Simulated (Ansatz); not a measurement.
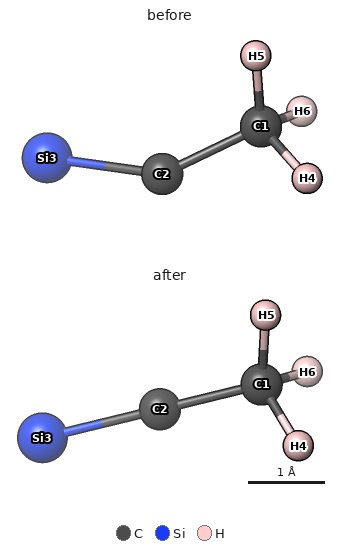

The structure of C$_{2}$H$_{3}$Si (multiplicity 2) before (top) and after (bottom) a relaxation, at one scale.

The picture is a ball-and-stick view, seen at a tilt.

Method: Ansatz 0.2.0, UKS PBE0-D4/def2-TZVP.

Input file:
```yaml
crystal:
  periodic: [false, false, false]
  atoms:
    - {symbol: C, position_ang: [-0.319020, 0.356080, -0.265440]}
    - {symbol: C, position_ang: [0.260890, -0.882860, 0.276810]}
    - {symbol: Si, position_ang: [1.541700, -1.500030, 1.255680]}
    - {symbol: H, position_ang: [-1.217060, 0.088930, -0.829750]}
    - {symbol: H, position_ang: [0.356530, 0.876360, -0.953670]}
    - {symbol: H, position_ang: [-0.623050, 1.061510, 0.516360]}
basis:
  gaussian: {orbitals: def2-TZVP}
magnetization: {spin_polarized: true, initial_magnetization: 1}
hamiltonian: {xc: pbe0, dispersion: d4}
relax: {f_tol: 0.005, max_steps: 200}
```

Command:
```bash
ansatz run in.yaml --threads 2 --pin off --events-out ev --progress --plain --max-ram 4352MiB
```

Question: Describe what moved and what it gained.

Answer: Over 8 accepted moves (11 points after the start) the energy falls by 0.337 eV. The largest force component goes from 1.4 to 0.0045 eV/Å. The line search rejected the trial steps at points 3, 6, 9 of the run. The largest move after the best rigid fit is that of C2, 0.37 Å. By element the largest moves are C 0.37 Å, Si 0.28 Å, H 0.15 Å. Near-neighbour distances that change, for instance: C2–Si3 1.726 → 1.685 Å, C1–C2 1.471 → 1.448 Å. Bond angles that change, for instance: C1–C2–Si3 143.4° → 178.7°, C2–C1–H4 107.9° → 112.9°, C2–C1–H6 112.9° → 108.3°. The run took 89 s on 2 threads of Intel Xeon Platinum 8259CL @ 2.50GHz, with other jobs on the host.
